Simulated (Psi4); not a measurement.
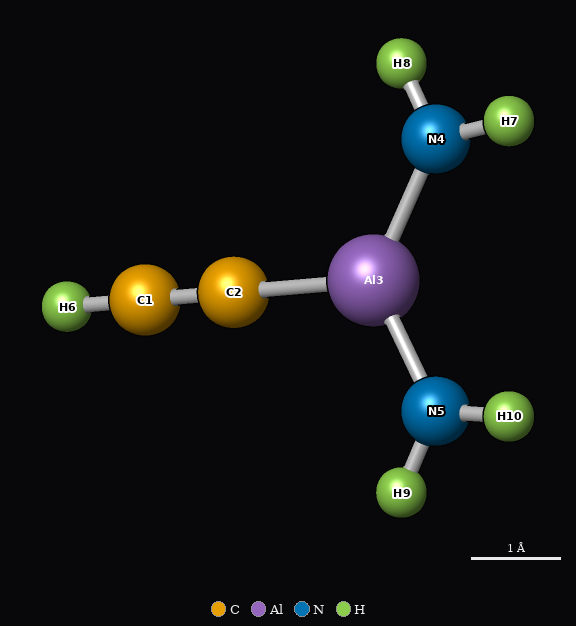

**Figure 1.** The input geometry (ball-and-stick view, seen at a tilt; atoms are numbered from 1 in the order of the input). Sticks mark near contacts.

## Single-point calculation, with input and output: C2H5AlN2

The run: single-point calculation of C2H5AlN2. Method and program: PBE/aug-cc-pVDZ, RKS (Psi4 1.11).

The geometry comes from this level: PBE0-D4/def2-TZVP.

The program's output:
```
Psi4 1.11 release

   => Loading Basis Set <=

    Name: AUG-CC-PVDZ
    Role: ORBITAL
    Keyword: BASIS

         ---------------------------------------------------------
                                   SCF
                              RKS Reference
                        1 Threads,   1525 MiB Core
         ---------------------------------------------------------

  ==> Geometry <==

    Molecular point group: c1
    Full point group: C1

    Geometry (in Angstrom), charge = 0, multiplicity = 1:

       Center              X                  Y                   Z               Mass
    ------------   -----------------  -----------------  -----------------  -----------------
         C           -2.270041620575     1.171363692226     0.833891426632    12.000000000000
         C           -1.247841620575     0.643863692226     0.458391426632    12.000000000000
         AL           0.363758379425    -0.187736307774    -0.133608573368    26.981538530000
         N            0.345658379425    -1.910836307774    -0.506408573368    14.003074004430
         N            1.820458379425     0.793163692226    -0.289308573368    14.003074004430
         H           -3.171041620575     1.636263692226     1.164791426632     1.007825032230
         H            1.125458379425    -2.460536307774    -0.825308573368     1.007825032230
         H           -0.476741620575    -2.484936307774    -0.423108573368     1.007825032230
         H            1.848058379425     1.777363692226    -0.080708573368     1.007825032230
         H            2.725758379425     0.473663692226    -0.589708573368     1.007825032230

  Running in c1 symmetry.

  Rotational constants: A =      0.19986  B =      0.08879  C =      0.06148 [cm^-1]
  Rotational constants: A =   5991.78562  B =   2661.82395  C =   1843.05501 [MHz]
  Nuclear repulsion =  183.107231259528220

  Charge       = 0
  Multiplicity = 1
  Electrons    = 44
  Nalpha       = 22
  Nbeta        = 22

  ==> Algorithm <==

  SCF Algorithm Type is DF.
  DIIS enabled.
  MOM disabled.
  Fractional occupation disabled.
  Guess Type is SAD.
  Energy threshold   = 1.00e-06
  Density threshold  = 1.00e-06
  Integral threshold = 1.00e-12

  ==> Primary Basis <==

  Basis Set: AUG-CC-PVDZ
    Blend: AUG-CC-PVDZ
    Number of shells: 72
    Number of basis functions: 164
    Number of Cartesian functions: 174
    Spherical Harmonics?: true
    Max angular momentum: 2

  ==> DFT Potential <==

   => LibXC <=

    Version 7.1.2

   => Composite Functional: PBE <=

    PBE GGA Exchange-Correlation Functional

    Deriv               =              1
    GGA                 =           TRUE
    Meta                =          FALSE

    Exchange Hybrid     =          FALSE
    MP2 Hybrid          =          FALSE

   => Exchange Functionals <=

    1.0000     XC_GGA_X_PBE

   => Correlation Functionals <=

    1.0000     XC_GGA_C_PBE

   => LibXC Density Thresholds  <==

    XC_GGA_C_PBE:  1.00E-12
    XC_GGA_X_PBE:  1.00E-15

   => Molecular Quadrature <=

    Radial Scheme          =       TREUTLER
    Pruning Scheme         =           NONE
    Nuclear Scheme         =       TREUTLER

    Blocking Scheme        =         OCTREE
    BS radius alpha        =              1
    Pruning alpha          =              1
    Radial Points          =             75
    Spherical Points       =            302
    Total Points           =         217844
    Total Blocks           =           1686
    Max Points             =            256
    Max Functions          =            164
    Weights Tolerance      =       1.00E-15

   => Loading Basis Set <=

    Name: (AUG-CC-PVDZ AUX)
    Role: JKFIT
    Keyword: DF_BASIS_SCF

  ==> Integral Setup <==

  DFHelper Memory: AOs need 0.133 GiB; user supplied 0.243 GiB.
  SCF_SUBTYPE=INCORE selected. In-core MEM_DF algorithm will be used.
  Using in-core AOs.

  ==> MemDFJK: Density-Fitted J/K Matrices <==

    J tasked:                   Yes
    K tasked:                    No
    wK tasked:                   No
    Memory [MiB]:               248
    Algorithm:                 Core
    Schwarz Cutoff:           1E-12
    Mask sparsity (%):       1.0187
    Fitting Condition:        1E-10

   => Auxiliary Basis Set <=

  Basis Set: (AUG-CC-PVDZ AUX)
    Blend: AUG-CC-PVDZ-JKFIT
    Number of shells: 212
    Number of basis functions: 632
    Number of Cartesian functions: 729
    Spherical Harmonics?: true
    Max angular momentum: 3

  Cached 100.0% of DFT collocation blocks in 0.875 [GiB].

  Minimum eigenvalue in the overlap matrix is 9.1177956589E-06.
  Reciprocal condition number of the overlap matrix is 9.1039551821E-07.
    Using symmetric orthogonalization.

  ==> Pre-Iterations <==

  SCF Guess: Superposition of Atomic Densities via on-the-fly atomic UHF (no occupation information).

   -------------------------
    Irrep   Nso     Nmo
   -------------------------
     A        164     164
   -------------------------
    Total     164     164
   -------------------------

  ==> Iterations <==

                           Total Energy        Delta E     RMS |[F,P]|

   @DF-RKS iter SAD:  -429.73290646495940   -4.29733e+02   0.00000e+00
   @DF-RKS iter   1:  -429.65436243717704    7.85440e-02   9.49493e-03 DIIS/ADIIS
   @DF-RKS iter   2:  -424.83550933978336    4.81885e+00   1.65288e-02 DIIS/ADIIS
   @DF-RKS iter   3:  -430.51302231481623   -5.67751e+00   3.76445e-03 DIIS/ADIIS
   @DF-RKS iter   4:  -430.52957566073536   -1.65533e-02   4.48081e-03 DIIS/ADIIS
   @DF-RKS iter   5:  -430.79108488685216   -2.61509e-01   1.41281e-03 DIIS/ADIIS
   @DF-RKS iter   6:  -430.81422021550452   -2.31353e-02   6.58457e-04 DIIS/ADIIS
   @DF-RKS iter   7:  -430.81970614830914   -5.48593e-03   2.83079e-04 DIIS/ADIIS
   @DF-RKS iter   8:  -430.82030975320424   -6.03605e-04   1.65192e-04 DIIS/ADIIS
   @DF-RKS iter   9:  -430.82073892211486   -4.29169e-04   7.22708e-06 DIIS
   @DF-RKS iter  10:  -430.82073939275125   -4.70636e-07   4.86724e-06 DIIS
   @DF-RKS iter  11:  -430.82073966650546   -2.73754e-07   3.17968e-06 DIIS
   @DF-RKS iter  12:  -430.82073981317694   -1.46671e-07   1.41590e-06 DIIS
   @DF-RKS iter  13:  -430.82073982768691   -1.45100e-08   9.47363e-07 DIIS
  Energy and wave function converged.

  ==> Post-Iterations <==

   Electrons on quadrature grid:
      Ntotal   =   44.0000116992 ; deviation = 1.170e-05

    Orbital Energies [Eh]
    ---------------------

    Doubly Occupied:

       1A    -55.390456     2A    -13.969720     3A    -13.969715
       4A     -9.894705     5A     -9.875625     6A     -3.927791
       7A     -2.534079     8A     -2.529348     9A     -2.528860
      10A     -0.756352    11A     -0.748197    12A     -0.666459
      13A     -0.483761    14A     -0.433382    15A     -0.424869
      16A     -0.411335    17A     -0.341474    18A     -0.330375
      19A     -0.256532    20A     -0.250315    21A     -0.230080
      22A     -0.209254

    Virtual:

      23A     -0.040856    24A     -0.037298    25A     -0.025131
      26A     -0.001079    27A      0.001120    28A      0.011647
      29A      0.014743    30A      0.028201    31A      0.032950
      32A      0.050137    33A      0.053637    34A      0.055047
      35A      0.058524    36A      0.075487    37A      0.076688
      38A      0.081524    39A      0.086962    40A      0.101125
      41A      0.105149    42A      0.115868    43A      0.117113
      44A      0.120694    45A      0.124451    46A      0.130070
      47A      0.133005    48A      0.133410    49A      0.148819
      50A      0.156851    51A      0.159967    52A      0.163289
      53A      0.179128    54A      0.183636    55A      0.196177
      56A      0.218618    57A      0.219452    58A      0.234900
      59A      0.269630    60A      0.291294    61A      0.291400
      62A      0.308960    63A      0.321634    64A      0.328695
      65A      0.337442    66A      0.341280    67A      0.341824
      68A      0.349176    69A      0.354896    70A      0.359641
      71A      0.360328    72A      0.378479    73A      0.384995
      74A      0.395663    75A      0.395959    76A      0.396491
      77A      0.399567    78A      0.404656    79A      0.426977
      80A      0.437245    81A      0.460837    82A      0.472270
      83A      0.505185    84A      0.506757    85A      0.534468
      86A      0.540235    87A      0.540359    88A      0.573476
      89A      0.600793    90A      0.603908    91A      0.609131
      92A      0.615114    93A      0.624280    94A      0.644617
      95A      0.667512    96A      0.668509    97A      0.687345
      98A      0.692046    99A      0.702111   100A      0.719130
     101A      0.719736   102A      0.737680   103A      0.757947
     104A      0.785329   105A      0.847751   106A      0.865634
     107A      0.868022   108A      0.888442   109A      0.919782
     110A      0.985354   111A      0.996466   112A      1.044361
     113A      1.054532   114A      1.068509   115A      1.079322
     116A      1.093078   117A      1.114397   118A      1.156901
     119A      1.203998   120A      1.326095   121A      1.334281
     122A      1.351611   123A      1.411223   124A      1.437727
     125A      1.463441   126A      1.509139   127A      1.605811
     128A      1.621514   129A      1.671877   130A      1.686625
     131A      1.694270   132A      1.713025   133A      1.722783
     134A      1.754427   135A      1.792703   136A      1.863652
     137A      1.879604   138A      1.943729   139A      1.966476
     140A      2.007970   141A      2.058541   142A      2.073683
     143A      2.082432   144A      2.142759   145A      2.179784
     146A      2.216449   147A      2.222328   148A      2.225605
     149A      2.237420   150A      2.291127   151A      2.320372
     152A      2.333769   153A      2.335611   154A      2.381968
     155A      2.391891   156A      2.415618   157A      2.450092
     158A      2.622504   159A      2.672060   160A      2.885812
     161A      2.915513   162A      3.100654   163A      3.133346
     164A      3.510222

    Final Occupation by Irrep:
              A
    DOCC [    22 ]
    NA   [    22 ]
    NB   [    22 ]

  @DF-RKS Final Energy:  -430.82073982768691

   => Energetics <=

    Nuclear Repulsion Energy =            183.1072312595282199
    One-Electron Energy =                -955.5790875226646222
    Two-Electron Energy =                 386.4783086233911149
    DFT Exchange-Correlation Energy =     -44.8271921879416553
    Empirical Dispersion Energy =           0.0000000000000000
    VV10 Nonlocal Energy =                  0.0000000000000000
    Total Energy =                       -430.8207398276869071

Computation Completed

Properties will be evaluated at   0.000000,   0.000000,   0.000000 [a0]

Properties computed using the SCF density matrix

 Multipole Moments:

 ------------------------------------------------------------------------------------
     Multipole            Electronic (a.u.)      Nuclear  (a.u.)        Total (a.u.)
 ------------------------------------------------------------------------------------

 L = 1.  Multiply by 2.5417464519 to convert [e a0] to [Debye]
 Dipole X            :         -1.2849530            1.5795629            0.2946100
 Dipole Y            :          0.6626349           -0.8146563           -0.1520214
 Dipole Z            :          0.4722705           -0.5806698           -0.1083993
 Magnitude           :                                                    0.3487921

 ------------------------------------------------------------------------------------

	total time  =         16 seconds =       0.27 minutes

    Psi4 run time: 0:00:15.42
```

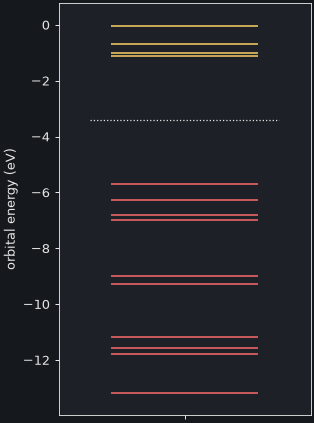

**Figure 2.** Orbital energies near the frontier; the dotted line parts filled from empty levels, and levels within 0.02 eV of each other stand side by side. Highest filled −5.69 eV, lowest empty −1.11 eV, 4.58 eV apart.

This output came from the following input.

Input file (calc.inp):
```
memory 1.6 GB

molecule geom {
  0 1
  C     -2.368100     1.221100     0.873300
  C     -1.345900     0.693600     0.497800
  Al     0.265700    -0.138000    -0.094200
  N      0.247600    -1.861100    -0.467000
  N      1.722400     0.842900    -0.249900
  H     -3.269100     1.686000     1.204200
  H      1.027400    -2.410800    -0.785900
  H     -0.574800    -2.435200    -0.383700
  H      1.750000     1.827100    -0.041300
  H      2.627700     0.523400    -0.550300
  units angstrom
  symmetry c1
}

set basis aug-cc-pVDZ
set scf_type df
set diis_max_vecs 4

result, w = energy('pbe', return_wfn=True)
```

Launch command:
```bash
psi4 calc.inp calc.out -n 1
```

Key numbers:

```json
{"quantity": "outcome", "value": "converged"}
{"quantity": "total energy", "value": "−430.820740 hartree"}
{"quantity": "basis functions", "value": "164"}
{"quantity": "HOMO", "value": "−5.69 eV"}
{"quantity": "LUMO", "value": "−1.11 eV"}
{"quantity": "dipole moment", "value": "0.89 D"}
{"quantity": "hardware", "value": "1 thread of Intel Xeon (Sapphire Rapids), 16 GiB of memory available, shared host"}
{"quantity": "wall time", "value": "17 s"}
{"quantity": "peak memory", "value": "1.3 GiB"}
```
